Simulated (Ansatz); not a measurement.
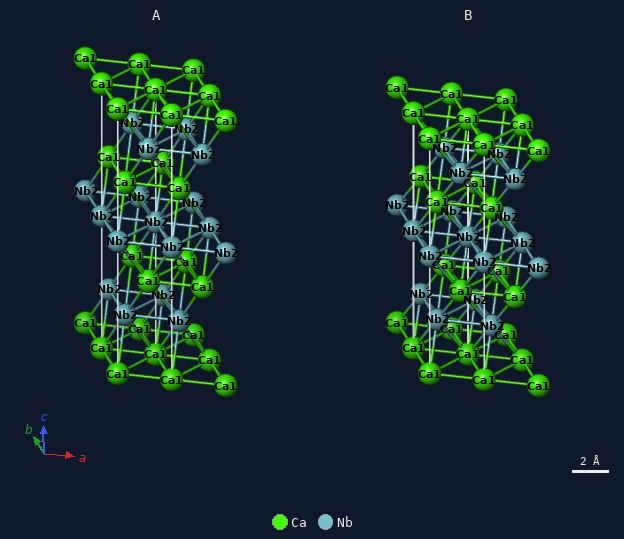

Two geometries of crystalline CaNb (built on the CuPt (L1_1)_166 type) (coarse preliminary run), drawn at one scale. One is the start of a relaxation, the other its converged end. A ball-and-stick model of the conventional cell (3 times the calculation's cell), repeated 2 × 2 × 1 with one cell outlined, seen from a free direction. Lengths and directions refer to the drawn axes.

Computed with Ansatz 0.2.0, DFT PBE, scalar-relativistic, plane waves, PAW. (plane-wave cutoff 420 eV; k-point mesh 6 × 6 × 6; occupations gaussian; smearing width 0.1 eV; no spin polarisation; cell and atoms relaxed; force threshold 0.04 eV/Å; at most 70 steps)

Question: Which of the two is the end point?

Answer: Structure A is the relaxed one. Case: CuPt (L1_1) type (R-3m, No. 166). The atoms keep their places relative to the cell (all moves are under 0.005 Å). The drawn cell changes as follows: a = b 3.141 → 3.117 Å (−0.8 %), c 15.008 → 16.904 Å (+12.6 %); the volume changes by +10.9 %. Among the contacts that change: Ca1–Nb2 3.090 → 3.343 Å, Nb2–Nb2 3.141 → 3.117 Å, Ca1–Ca1 3.141 → 3.117 Å. The space group stays R-3m (No. 166). Over 4 accepted moves (6 points after the start) the energy falls by 147 meV per atom. All forces vanish by symmetry, so only the cell relaxes. The pressure goes from 8.25 to 0.01 GPa. At 2 points the geometry stayed and the basis and grid were re-selected for the new cell (energy shift of 0.5 meV per atom at most each time). Cost: 11 s on 1 thread of Intel(R) Xeon(R) Platinum 8375C CPU @ 2.90GHz (Ice Lake) (shared host), peak memory 0.37 GiB.
